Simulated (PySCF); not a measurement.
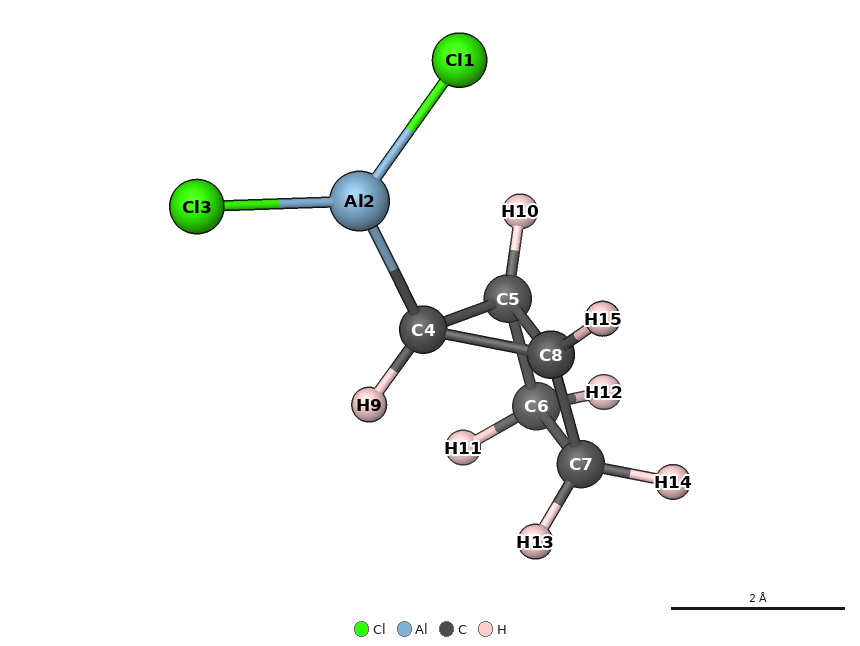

The computed structure is the end point of a GFN2-xTB optimisation. No frequency run is at hand to confirm it as a minimum.

Q: Describe the coordination of atom 2.

A: Al2 has 3 neighbours (Cl1 at 2.03, Cl3 at 2.03, C4 at 1.98 Å); the arrangement is trigonal planar.

Q: What is the dihedral angle Al2–C4–C8–C7?

A: 174° in size, that is anti.
